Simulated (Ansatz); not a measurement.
**Response to strain in TaS2**

The parent structure is TaS2 in the CdI2 type structure (space group P-3m1, No. 164; layered, stacked along the Cartesian z axis; relaxed with 0.1 eV smearing).

```
TaS2
1.0
    3.33184     0.00000     0.00000
   -1.66592     2.88546     0.00000
    0.00000     0.00000     5.78522
Ta S
1 2
Direct
  0.00000   0.00000   0.00000
  0.33333   0.66667   0.26670
  0.66667   0.33333   0.73330
```

Strains are applied to the cell and any free atomic positions relax.

The values are results of PBE-D3(BJ) in Ansatz (plane waves to 420 eV, PAW, scalar-relativistic without spin-orbit coupling), earlier PAW set, not measurements.

Notes on the quantities. energy relative to the base: free energy F.

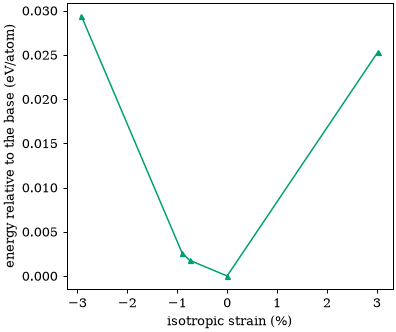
Fig. 1. Energy relative to the base against isotropic strain

### Question
From the plot, what is the energy relative to the base for isotropic strain −2.92 %?

### Answer
About 0.029 eV/atom.

### Question
Is the trend monotonic over the range shown?

### Answer
No, it turns within the range, spanning 0 meV/atom to +29 meV/atom.

No phonon test of stability was made. The final runs are not spin-polarised. An odd electron count without spin: TaS2.

Ansatz is a program for electronic structure.
